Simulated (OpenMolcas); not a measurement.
**Run report: ZrBr₄, single-point calculation (part 2 of 2)**

The same run, continued: ZrBr₄, SMILES [Br][Zr]([Br])([Br])[Br]; CASPT2/ANO-RCC-VDZ, DKH2 (OpenMolcas 26.06). The geometry comes from this level: GFN2-xTB.

Geometry of the input (Å):
```
Br -1.2384  -0.6735  2.0457
Zr -0.0008  0.0014  0.0001
Br 2.3716  -0.7110  0.1936
Br -1.0293  -1.0873  -1.9824
Br -0.1030  2.4705  -0.2570
```

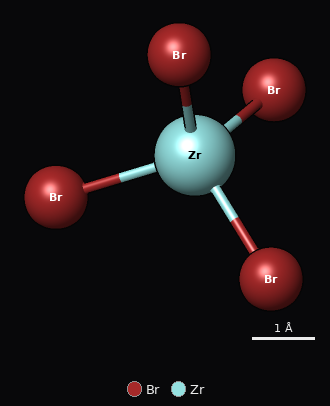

Fig. 1: The structure (ball-and-stick view, seen on its broad side). Sticks mark near contacts.

### Log, continued
```
      Mulliken population analysis for root number:  1
      -----------------------------------------------

++    Molecular charges:
      ------------------

      Mulliken charges per centre
      ---------------------------

                BR1     ZR2     BR3     BR4     BR5
      Total   35.1872 39.2592 35.1830 35.1875 35.1832

      N-E     -0.1872  0.7408 -0.1830 -0.1875 -0.1832

      Total electronic charge=  180.000000

      Total            charge=   -0.000000
--

      Expectation values of various properties for root number:  1
      -----------------------------------------------------------

++    Molecular properties:
      ---------------------

      Charge (e):
                      =   -0.0000
      Dipole Moment (debye):
      Origin of the operator (angstrom)=   -0.0000    0.0000    0.0000
                   X=  3.9766E-02               Y=  4.7232E-02               Z=  1.5021E-03           Total=  6.1762E-02
      Quadrupole Moment (debye*angstrom):
      Origin of the operator (angstrom)=   -0.0000    0.0000    0.0000
                  XX= -1.0784E+02              XY= -8.6450E-02              XZ=  1.8925E-02              YY= -1.0782E+02
                  YZ= -2.7192E-02              ZZ= -1.0796E+02
      In traceless form (debye*angstrom)
                  XX=  4.7204E-02              XY= -1.2968E-01              XZ=  2.8388E-02              YY=  7.7556E-02
                  YZ= -4.0788E-02              ZZ= -1.2476E-01
--

      LoProp population analysis for root number:  1
      -----------------------------------------------

++    LoProp analysis:
      ----------------

++    Static properties:
      ------------------

      LoProp Charges per center

                   BR1      ZR2      BR3      BR4      BR5
      Nuclear     35.0000  40.0000  35.0000  35.0000  35.0000
      Electronic -35.3370 -38.6625 -35.3316 -35.3373 -35.3316

      Total       -0.3370   1.3375  -0.3316  -0.3373  -0.3316
--

      Natural Bond Order analysis for root number:  1

++    Natural Bond Order analysis
      ---------------------------
      Based on LoProp computed density
      -------------------------------------------------------------------------------------
      Atom A       Atom B       Bond Order
      -------------------------------------------------------------------------------------
      NBO located      0.972 non-bonded electrons on atom BR1
      NBO located      1.014 non-bonded electrons on atom BR1
      NBO located      1.001 non-bonded electrons on atom BR1
      NBO located      1.000 non-bonded electrons on atom BR1
      NBO located      1.000 non-bonded electrons on atom BR1
      NBO located      1.000 non-bonded electrons on atom BR1
      NBO located      1.000 non-bonded electrons on atom BR1
      NBO located      1.000 non-bonded electrons on atom BR1
      NBO located      1.000 non-bonded electrons on atom BR1
      NBO located      1.000 non-bonded electrons on atom BR1
      NBO located      1.000 non-bonded electrons on atom BR1
      NBO located      1.000 non-bonded electrons on atom BR1
      NBO located      1.000 non-bonded electrons on atom BR1
      NBO located      1.000 non-bonded electrons on atom BR1
      NBO located      1.000 non-bonded electrons on atom BR1
      NBO located      1.000 non-bonded electrons on atom BR1
      NBO located      0.980 non-bonded electrons on atom ZR2
      NBO located      0.986 non-bonded electrons on atom ZR2
      NBO located      0.988 non-bonded electrons on atom ZR2
      NBO located      0.988 non-bonded electrons on atom ZR2
      NBO located      0.999 non-bonded electrons on atom ZR2
      NBO located      1.000 non-bonded electrons on atom ZR2
      NBO located      1.000 non-bonded electrons on atom ZR2
      NBO located      1.000 non-bonded electrons on atom ZR2
      NBO located      1.000 non-bonded electrons on atom ZR2
      NBO located      1.000 non-bonded electrons on atom ZR2
      NBO located      1.000 non-bonded electrons on atom ZR2
      NBO located      1.000 non-bonded electrons on atom ZR2
      NBO located      1.000 non-bonded electrons on atom ZR2
      NBO located      1.000 non-bonded electrons on atom ZR2
      NBO located      1.000 non-bonded electrons on atom ZR2
      NBO located      1.000 non-bonded electrons on atom ZR2
      NBO located      1.000 non-bonded electrons on atom ZR2
      NBO located      1.000 non-bonded electrons on atom ZR2
      NBO located      0.958 non-bonded electrons on atom BR3
      NBO located      0.982 non-bonded electrons on atom BR3
      NBO located      1.001 non-bonded electrons on atom BR3
      NBO located      1.000 non-bonded electrons on atom BR3
      NBO located      1.000 non-bonded electrons on atom BR3
      NBO located      1.000 non-bonded electrons on atom BR3
      NBO located      1.000 non-bonded electrons on atom BR3
      NBO located      1.000 non-bonded electrons on atom BR3
      NBO located      1.000 non-bonded electrons on atom BR3
      NBO located      1.000 non-bonded electrons on atom BR3
      NBO located      1.000 non-bonded electrons on atom BR3
      NBO located      1.000 non-bonded electrons on atom BR3
      NBO located      1.000 non-bonded electrons on atom BR3
      NBO located      1.000 non-bonded electrons on atom BR3
      NBO located      1.000 non-bonded electrons on atom BR3
      NBO located      1.000 non-bonded electrons on atom BR3
      NBO located      0.986 non-bonded electrons on atom BR4
      NBO located      1.011 non-bonded electrons on atom BR4
      NBO located      1.001 non-bonded electrons on atom BR4
      NBO located      1.000 non-bonded electrons on atom BR4
      NBO located      1.000 non-bonded electrons on atom BR4
      NBO located      1.000 non-bonded electrons on atom BR4
      NBO located      1.000 non-bonded electrons on atom BR4
      NBO located      1.000 non-bonded electrons on atom BR4
      NBO located      1.000 non-bonded electrons on atom BR4
      NBO located      1.000 non-bonded electrons on atom BR4
      NBO located      1.000 non-bonded electrons on atom BR4
      NBO located      1.000 non-bonded electrons on atom BR4
      NBO located      1.000 non-bonded electrons on atom BR4
      NBO located      1.000 non-bonded electrons on atom BR4
      NBO located      1.000 non-bonded electrons on atom BR4
      NBO located      1.000 non-bonded electrons on atom BR4
      NBO located      0.961 non-bonded electrons on atom BR5
      NBO located      0.957 non-bonded electrons on atom BR5
      NBO located      1.001 non-bonded electrons on atom BR5
      NBO located      1.000 non-bonded electrons on atom BR5
      NBO located      1.000 non-bonded electrons on atom BR5
      NBO located      1.000 non-bonded electrons on atom BR5
      NBO located      1.000 non-bonded electrons on atom BR5
      NBO located      1.000 non-bonded electrons on atom BR5
      NBO located      1.000 non-bonded electrons on atom BR5
      NBO located      1.000 non-bonded electrons on atom BR5
      NBO located      1.000 non-bonded electrons on atom BR5
      NBO located      1.000 non-bonded electrons on atom BR5
      NBO located      1.000 non-bonded electrons on atom BR5
      NBO located      1.000 non-bonded electrons on atom BR5
      NBO located      1.000 non-bonded electrons on atom BR5
      NBO located      1.000 non-bonded electrons on atom BR5
      The remaining    9.527 electrons are to be considered as diffuse
--

--

      Average orbitals are written to the RASORB file
      Natural orbitals for root   1 are written to the RASORB.1 file
      Spin density orbitals for root   1 are written to the SPDORB.1 file

--- Stop Module: rasscf /rc=_RC_ALL_IS_WELL_ ---
--- Module rasscf spent 8 seconds ---

--- Start Module: caspt2 ---

                                              &CASPT2

                       available to each process: 1.9 GB of memory, 1 thread

++    Wave function specifications:
      -----------------------------

      Number of closed shell electrons          30
      Number of electrons in active shells       8
      Max number of holes in RAS1 space          0
      Max number of electrons in RAS3 space      0
      Number of inactive orbitals               15
      Number of active orbitals                  8
      Number of secondary orbitals              30
      Spin quantum number                      0.0
      State symmetry                             1
      Number of CSFs                          1764
      Number of CASSCF root(s) available         1
      CASPT2 state passed to geometry opt.       1
      A file JOBMIX will be created
      This is a CASSCF or RASSCF reference function
--

++    Orbital specifications:
      -----------------------

      Symmetry species                           1
                                                 a
      Frozen orbitals                           71
      Inactive orbitals                         15
      Active orbitals                            8
      Secondary orbitals                        30
      Deleted orbitals                           0
      Number of basis functions                124
--

++    CASPT2 specifications:
      ----------------------

      Type of calculation                        SS-CASPT2
      Fock operator                              state-specific
      IPEA shift                                 0.25
      Real shift                                 0.00
      Imaginary shift                            0.20
      The input orbitals will be transformed to quasi-canonical
--

--------------------------------------------------------------------------------
 Estimated memory requirements:
  POLY3 :                   450746
  RHS:                      376436
  SIGMA :                   480400
  PRPCTL:                        0
 Available workspace:    232474821

++ CASPT2 computation for group   1

********************************************************************************
 Multi-State initialization phase begins for group   1
--------------------------------------------------------------------------------
********************************************************************************
 Compute H0 matrices for state    1
--------------------------------------------------------------------------------
--------------------------------------------------------------------------------
 H0 matrices have been computed.

********************************************************************************
  CASPT2 EQUATION SOLUTION
--------------------------------------------------------------------------------

  Total nr of CASPT2 parameters:
   Before reduction:      380295
   After  reduction:      379485

 Variance of |WF0>:       0.6577622955

 The contributions to the second order correlation energy in atomic units.
-----------------------------------------------------------------------------------------------------------------------------
  IT.      VJTU        VJTI        ATVX        AIVX        VJAI        BVAT        BJAT        BJAI        TOTAL       RNORM
-----------------------------------------------------------------------------------------------------------------------------
   1    -0.000918   -0.013398   -0.022853   -0.021454   -0.041346   -0.023115   -0.012076   -0.133423   -0.268582    0.044510
   2    -0.000965   -0.014987   -0.023564   -0.022069   -0.042896   -0.023520   -0.012069   -0.135706   -0.275776    0.010985
   3    -0.000968   -0.015099   -0.023533   -0.021998   -0.042930   -0.023504   -0.011937   -0.135354   -0.275323    0.003259
   4    -0.000970   -0.015168   -0.023478   -0.021937   -0.042832   -0.023460   -0.011926   -0.135179   -0.274951    0.000727
   5    -0.000971   -0.015168   -0.023483   -0.021935   -0.042828   -0.023464   -0.011934   -0.135193   -0.274977    0.000211
   6    -0.000971   -0.015168   -0.023486   -0.021936   -0.042829   -0.023467   -0.011935   -0.135204   -0.274996    0.000057
   7    -0.000971   -0.015168   -0.023486   -0.021936   -0.042829   -0.023467   -0.011935   -0.135203   -0.274995    0.000017
   8    -0.000971   -0.015168   -0.023485   -0.021936   -0.042829   -0.023466   -0.011935   -0.135202   -0.274993    0.000004
   9    -0.000971   -0.015168   -0.023486   -0.021936   -0.042829   -0.023466   -0.011935   -0.135202   -0.274993    0.000001
-----------------------------------------------------------------------------------------------------------------------------

  FINAL CASPT2 RESULT:

      Reference energy:      -14013.4954482925
      E2 (Non-variational):      -0.2749935109
      Shift correction:          -0.0033236269
      E2 (Variational):          -0.2783171378
      Total energy:          -14013.7737654303
      Residual norm:              0.0000003347
      Reference weight:           0.86810

      Contributions to the CASPT2 correlation energy
      Active & Virtual Only:         -0.0469519728
      One Inactive Excited:          -0.0348420700
      Two Inactive Excited:          -0.1931994681

++ Denominators, etc.
--------------------------------------------------------------------------------------------------------------
 Report on small energy denominators, large coefficients, and large energy contributions.
CASE  SYMM ACTIVE-MIX  NON-ACTIVE INDICES          DENOMINATOR     RHS VALUE       COEFFICIENT     CONTRIBUTION
ATVX     1  Mu1.0039  Se1.095                       3.46262327     -0.15729917      0.04520741     -0.00711109
VJAIM    1  Mu1.0002  Se1.095 In1.082 In1.079       1.22439532     -0.02584078      0.02633720     -0.00068057
BJAIP    1  Se1.095 In1.082 Se1.095 In1.082         0.98080192      0.02601709     -0.02523049     -0.00065642
--

   (Skipping property calculation,
    use PROP keyword to activate)
--

  Total CASPT2 energies:
::    CASPT2 Root  1     Total energy: -14013.77376543

  A NEW JOBIPH FILE NAMED 'JOBMIX' IS PREPARED.
********************************************************************************
--- Stop Module: caspt2 /rc=_RC_ALL_IS_WELL_ ---
--- Module caspt2 spent 5 seconds ---

.##################.
.# Happy landing! #.
.##################.

    Timing: Wall=29.75 User=27.93 System=1.81
```

### Key numbers

| quantity | value |
| --- | --- |
| outcome | converged |
| total energy | −14013.773765 hartree |
| CASSCF energy | −14013.495448 hartree |
| basis functions | 124 |
| hardware | 1 thread of Arm Neoverse V1, 24 GiB of memory available, shared host |
| wall time | 30 s |
| peak memory | 0.32 GiB |
